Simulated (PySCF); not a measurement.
**KSe (doublet): density, localisation and related maps**

```yaml
atoms:
  - { symbol: K, position_ang: [0.0000, 0.0000, -1.9986] }
  - { symbol: Se, position_ang: [0.0000, 0.0000, 0.9744] }
```

Level of theory: PBE0/def2-TZVPP, non-relativistic Hamiltonian with scalar-relativistic core potentials where named, at a bond length of 2.973 Å (PySCF).

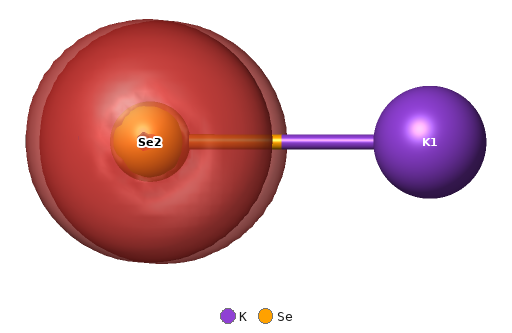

Figure 1. Isosurfaces of the spin density (α minus β) at +0.015 (red) and −0.015 e/Å³ (blue), seen from one side.

Describe the spin distribution.

The unpaired spin (1 electron) lies mostly on Se2 (about 1.0), in electrons by Hirshfeld's partition.

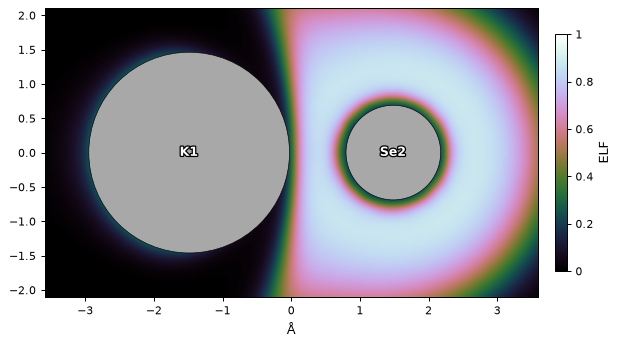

Figure 2. Electron localisation function on a plane that holds the molecular axis. Grey discs cover the atomic cores.

What does the map show?

- The plane passes through K and Se nuclei.
- K–Se (2.97 Å): the ELF peaks at about 0.85 in the valence shell of Se, 1.1 Å from its nucleus, and is about 0.30 at the midpoint; a largely ionic contact.

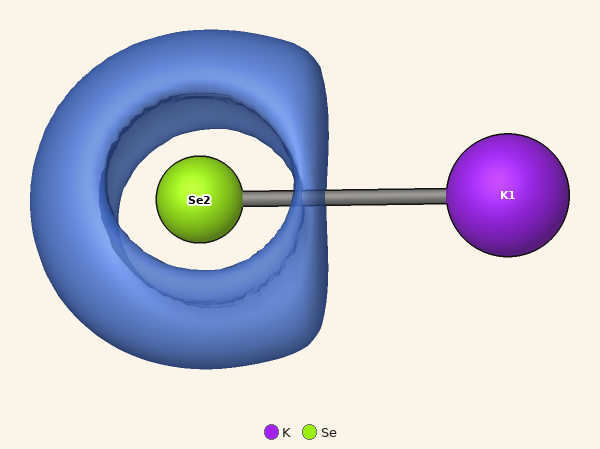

Figure 3. Isosurface of the ELF at 0.8 (blue), seen from one side. Core shells and regions of very low density are left out.

What do the ELF domains correspond to?

The ELF exceeds this value in one region wrapped around Se (its valence shell).
